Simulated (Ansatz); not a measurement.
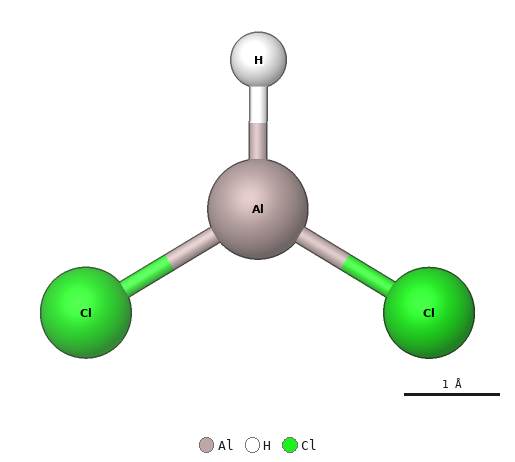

Figure 1. The starting structure (ball-and-stick view, seen on its broad side). Sticks mark near contacts.

# Nudged elastic band, with input and output: AlHCl$_{2}$

- system: AlHCl$_{2}$
- method: RKS PBE0-D4/cc-pVDZ (Ansatz 0.2.0)

It belongs to a series of runs on one base structure; here: band between the two ends.

### Log
```
Engine: ansatz 0.2.0, x86_64-unknown-linux-gnu
Functional definition: PBE0
  parameter a = 0.25
  parameter kappa = 0.804
  parameter beta = 0.06672455060314922
  exchange = (1 - a)*pbe_x(kappa = kappa, mu = beta*pi^2/3) + a*exact_x
  correlation = pbe_c(beta = beta)
667 factors; integrals over basis functions are off by at most 3.5e-4 eV
mean field evaluation 1: about -31650.0674 eV, gradient 1.6e1 eV
mean field evaluation 2: about -31650.1125 eV, gradient 1.6e1 eV
mean field evaluation 4: about -31650.8559 eV, gradient 3.0e-1 eV
mean field evaluation 8: about -31650.8703 eV, gradient 7.3e-3 eV
mean field -31650.87027488 eV, -1163.1480288715 hartree, gradient 3.2e-5 eV, S^2 0.000000; 0 other end points of the search recorded, 0 dependent functions left out
the calculation of the forces begins
reference -31650.87030127 eV, -1163.1480298412 hartree; 24, 24 occupied and 35, 35 virtual orbitals, 667 factors
671 factors; integrals over basis functions are off by at most 1.4e-3 eV
mean field evaluation 16: about -31648.0192 eV, gradient 1.7e1 eV
mean field -31648.92618116 eV, -1163.0765847449 hartree, gradient 2.3e-5 eV, S^2 0.000000; 0 other end points of the search recorded, 0 dependent functions left out
[... from here on the field's lines of each further geometry are left out, up to the last ...]
NEB iter   1: max|band force component| = 8.010e0 eV/Å  barrier→ = 3.5542 eV  barrier← = 1.6261 eV  Δτ_max = 0.2000 Å  (231 SCF iters)
NEB iter   2: max|band force component| = 1.550e0 eV/Å  barrier→ = 2.7244 eV  barrier← = 0.7963 eV  Δτ_max = 0.1984 Å  (198 SCF iters)
NEB iter   3: max|band force component| = 1.335e0 eV/Å  barrier→ = 2.9736 eV  barrier← = 1.0455 eV  Δτ_max = 0.1989 Å  (196 SCF iters)
NEB iter   4: max|band force component| = 3.616e0 eV/Å  barrier→ = 2.6713 eV  barrier← = 0.7433 eV  Δτ_max = 0.0994 Å  (199 SCF iters)
NEB iter   5: max|band force component| = 9.752e-1 eV/Å  barrier→ = 2.7129 eV  barrier← = 0.7848 eV  Δτ_max = 0.1936 Å  (188 SCF iters)
NEB iter   6: max|band force component| = 1.468e0 eV/Å  barrier→ = 2.7614 eV  barrier← = 0.8333 eV  Δτ_max = 0.1015 Å  (187 SCF iters)
NEB iter   7: max|band force component| = 6.653e-1 eV/Å  barrier→ = 2.7505 eV  barrier← = 0.8224 eV  Δτ_max = 0.2000 Å  (187 SCF iters)
NEB iter   8: max|band force component| = 7.120e-1 eV/Å  barrier→ = 2.6776 eV  barrier← = 0.7495 eV  CI = image 3  Δτ_max = 0.2000 Å  (192 SCF iters)
NEB iter   9: max|band force component| = 2.287e-1 eV/Å  barrier→ = 2.7475 eV  barrier← = 0.8194 eV  CI = image 3  Δτ_max = 0.1232 Å  (192 SCF iters)
NEB iter  10: max|band force component| = 7.026e-2 eV/Å  barrier→ = 2.7475 eV  barrier← = 0.8194 eV  CI = image 3  Δτ_max = 0.0494 Å  (162 SCF iters)
the calculation of the forces begins
reference -31648.91380813 eV, -1163.0761300445 hartree; 24, 24 occupied and 35, 35 virtual orbitals, 670 factors
669 factors; integrals over basis functions are off by at most 1.6e-3 eV
mean field evaluation 736: about -31645.2458 eV, gradient 2.9e1 eV
mean field -31648.12300168 eV, -1163.0470684435 hartree, gradient 3.5e-5 eV, S^2 0.000000; 1 other end points of the search recorded, 0 dependent functions left out
the calculation of the forces begins
reference -31648.12302535 eV, -1163.0470693132 hartree; 24, 24 occupied and 35, 35 virtual orbitals, 669 factors
NEB iter  11: max|band force component| = 1.795e-2 eV/Å  barrier→ = 2.7474 eV  barrier← = 0.8194 eV  CI = image 3  Δτ_max = 0.0000 Å  (342 SCF iters)
```

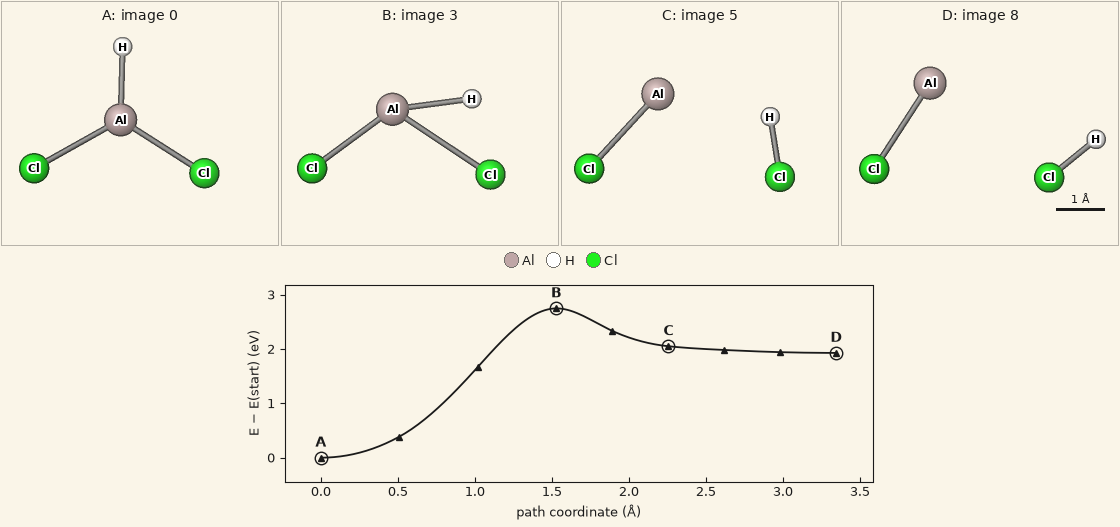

Figure 2. Images of the last band (counted from 0; ball-and-stick, seen on its broad side) above the energy along the path; the line is a cubic interpolation that uses the forces. The highest image is number 3, 2.747 eV above the start and 0.819 eV above the end (the climbing image); the end lies 1.928 eV above the start. The path is 3.35 Å long. The band converged in 11 iterations.

```
Total energy: -31648.19903745 eV, -1163.0498627064 hartree
Atom 0 at    -0.374467    -0.000000     0.550013 Å, force    -0.000632    -0.000000    -0.000117 eV/Å
Atom 1 at     1.082098     0.000000     1.435486 Å, force     0.000223     0.000000     0.000086 eV/Å
Atom 2 at     2.090945    -0.000000     0.104021 Å, force     0.000313    -0.000000    -0.000060 eV/Å
Atom 3 at    -1.431776     0.000000    -1.300321 Å, force     0.000095     0.000000     0.000091 eV/Å
Dipole moment:    -0.253485     0.000000     0.314647 e Å
this run last wrote the band of iteration 11 to [file]
```

### The last band as extended XYZ (Å, eV, eV/Å)
```
4
Properties=species:S:1:pos:R:3:forces:R:3 image=0 energy=-31650.94646
Al    0.3190    0.0000    0.3489   -0.0142   0.0000  -0.0084
H     0.0902    0.0000    1.9031   -0.0041   0.0000   0.0065
Cl    2.2692    0.0000   -0.4653   -0.0051   0.0000  -0.0081
Cl   -1.3117    0.0000   -0.9974    0.0233   0.0000   0.0100
4
Properties=species:S:1:pos:R:3:forces:R:3 image=1 energy=-31650.55843
Al    0.1269    0.0000    0.3376    0.7304   0.0000  -0.2218
H     0.4588    0.0000    1.8595   -1.0249   0.0000   0.5189
Cl    2.1599    0.0000   -0.2537    0.2406   0.0000  -0.6788
Cl   -1.3789    0.0000   -1.1543    0.0538   0.0000   0.3816
4
Properties=species:S:1:pos:R:3:forces:R:3 image=2 energy=-31649.27401
Al   -0.1023    0.0000    0.4149    1.7591   0.0000  -0.7886
H     0.8089    0.0000    1.6876   -1.6212   0.0000   1.5312
Cl    2.0795    0.0000   -0.0654   -0.0797   0.0000  -1.2294
Cl   -1.4193    0.0000   -1.2479   -0.0582   0.0000   0.4869
4
Properties=species:S:1:pos:R:3:forces:R:3 image=3 energy=-31648.19901
Al   -0.3745    0.0000    0.5500   -0.0006   0.0000  -0.0001
H     1.0821    0.0000    1.4355    0.0002   0.0000   0.0001
Cl    2.0909    0.0000    0.1040    0.0003   0.0000  -0.0001
Cl   -1.4318    0.0000   -1.3003    0.0001   0.0000   0.0001
4
Properties=species:S:1:pos:R:3:forces:R:3 image=4 energy=-31648.61474
Al   -0.6020    0.0000    0.6308   -0.8676   0.0000   0.2885
H     1.2859    0.0000    1.2992    0.7323   0.0000  -0.4898
Cl    2.1290    0.0000    0.2064    0.1486   0.0000   0.4328
Cl   -1.4460    0.0000   -1.3472   -0.0133   0.0000  -0.2315
4
Properties=species:S:1:pos:R:3:forces:R:3 image=5 energy=-31648.89578
Al   -0.8956    0.0000    0.6180   -0.2581   0.0000   0.0077
H     1.4313    0.0000    1.3479    0.1658   0.0000   0.0245
Cl    2.2319    0.0000    0.3164    0.1085   0.0000   0.0135
Cl   -1.4007    0.0000   -1.4931   -0.0162   0.0000  -0.0457
4
Properties=species:S:1:pos:R:3:forces:R:3 image=6 energy=-31648.96439
Al   -1.0946    0.0000    0.5080   -0.0683   0.0000  -0.0190
H     1.6278    0.0000    1.5519    0.0964   0.0000   0.0583
Cl    2.1871    0.0000    0.3852   -0.0152   0.0000  -0.0109
Cl   -1.3535    0.0000   -1.6559   -0.0129   0.0000  -0.0284
4
Properties=species:S:1:pos:R:3:forces:R:3 image=7 energy=-31649.00471
Al   -1.2305    0.0000    0.4246   -0.0259   0.0000  -0.0063
H     1.8497    0.0000    1.7048    0.0584   0.0000   0.0239
Cl    2.0146    0.0000    0.4229   -0.0373   0.0000  -0.0030
Cl   -1.2669    0.0000   -1.7631    0.0048   0.0000  -0.0146
4
Properties=species:S:1:pos:R:3:forces:R:3 image=8 energy=-31649.01839
Al   -1.4050    0.0000    0.3770   -0.0003   0.0000  -0.0001
H     2.0630    0.0000    1.7417    0.0001   0.0000  -0.0015
Cl    1.8304    0.0000    0.4696   -0.0008   0.0000   0.0008
Cl   -1.1215    0.0000   -1.7991    0.0010   0.0000   0.0008
```

The run was set up as follows.

### Input
```yaml
crystal:
  periodic: [false, false, false]
  atoms:
    - { symbol: Al, position_ang: [0.319031, 0.0, 0.348889] }
    - { symbol: H, position_ang: [0.090243, 0.0, 1.903055] }
    - { symbol: Cl, position_ang: [2.269198, 0.0, -0.465299] }
    - { symbol: Cl, position_ang: [-1.311671, 0.0, -0.997446] }
basis:
  gaussian: { orbitals: cc-pVDZ }
hamiltonian:
  xc: pbe0
  dispersion: d4
neb:
  order_check: false
  images: 7
  f_tol: 0.05
  max_iterations: 60
  final_atoms:
    - { symbol: Al, position_ang: [-1.40502067, 0.0, 0.37697717] }
    - { symbol: H, position_ang: [2.06300075, 0.0, 1.74168516] }
    - { symbol: Cl, position_ang: [1.83036841, 0.0, 0.46959588] }
    - { symbol: Cl, position_ang: [-1.12154749, 0.0, -1.7990592] }
  initial_path:
    images:
      - { positions_ang: [[0.319031, 0.0, 0.348889], [0.090243, 0.0, 1.903055], [2.269198, 0.0, -0.465299], [-1.311671, 0.0, -0.997446]] }
      - { positions_ang: [[0.23942784, 0.0, 0.26140003], [0.29160426, 0.0, 1.80587551], [2.30129429, 0.0, -0.24946824], [-1.46552539, 0.0, -1.0286083]] }
      - { positions_ang: [[0.15982468, 0.0, 0.17391106], [0.49296553, 0.0, 1.70869602], [2.33339057, 0.0, -0.03363747], [-1.61937978, 0.0, -1.05977061]] }
      - { positions_ang: [[0.08022152, 0.0, 0.08642209], [0.69432679, 0.0, 1.61151653], [2.36548686, 0.0, 0.18219329], [-1.77323417, 0.0, -1.09093291]] }
      - { positions_ang: [[0.00061835, 0.0, -0.00106688], [0.89568805, 0.0, 1.51433704], [2.39758315, 0.0, 0.39802406], [-1.92708855, 0.0, -1.12209521]] }
      - { positions_ang: [[-0.3507914, 0.0, 0.09344413], [1.18751623, 0.0, 1.57117407], [2.25577947, 0.0, 0.41591701], [-1.72570329, 0.0, -1.29133621]] }
      - { positions_ang: [[-0.70220116, 0.0, 0.18795514], [1.4793444, 0.0, 1.6280111], [2.11397578, 0.0, 0.43380997], [-1.52431802, 0.0, -1.46057721]] }
      - { positions_ang: [[-1.05361091, 0.0, 0.28246616], [1.77117257, 0.0, 1.68484813], [1.9721721, 0.0, 0.45170292], [-1.32293276, 0.0, -1.62981821]] }
      - { positions_ang: [[-1.40502067, 0.0, 0.37697717], [2.06300075, 0.0, 1.74168516], [1.83036841, 0.0, 0.46959588], [-1.12154749, 0.0, -1.7990592]] }
```

Launched with:
```bash
ansatz run input.yaml --threads 1 --pin off --max-ram 2048MiB --backend cpu --events-out ev --progress --plain --runs-dir out
```

### Summary

| quantity | value |
| --- | --- |
| outcome | converged |
| barrier, forward | 2.747 eV |
| barrier, backward | 0.819 eV |
| hardware | 1 thread of AMD EPYC (Zen 3), 32 GiB of memory available, shared host |
| wall time | 2.1 min |
| peak memory | 0.14 GiB |

### Remarks

The order of the saddle point was not checked.
